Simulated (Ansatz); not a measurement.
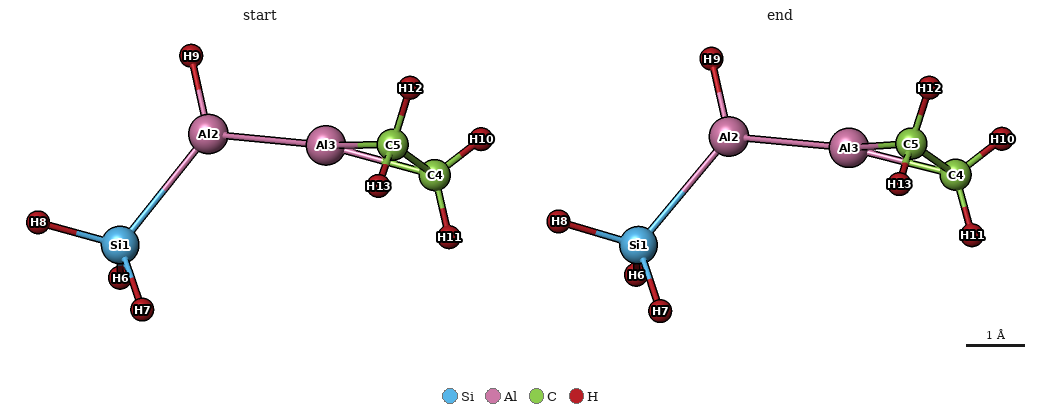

The structure of C$_{2}$H$_{8}$Al$_{2}$Si before (left) and after (right) a relaxation, at one scale.

A ball-and-stick model, seen at a tilt.

The start comes from PBE-D4/def2-SVP.

Level of theory: Ansatz, RKS PBE0-D4/def2-TZVP. (force threshold 0.005 eV/Å; at most 150 steps)

**What changed between the two?**

The largest move after the best rigid fit is that of H6, 0.087 Å. Largest moves by element: H 0.087 Å, Al 0.069 Å, C 0.034 Å, Si 0.032 Å. Some distances before and after: Al3–C4 1.998 → 1.953 Å, Al2–Al3 2.493 → 2.515 Å, Si1–H6 1.511 → 1.492 Å, C4–H10 1.105 → 1.088 Å. Among the angles between lasting bonds that change: Al2–Al3–C5 159.8° → 156.6°. The energy falls by 0.054 eV in 10 geometry steps. Largest force component: 0.53 eV/Å at the start, 0.004 eV/Å at the end.
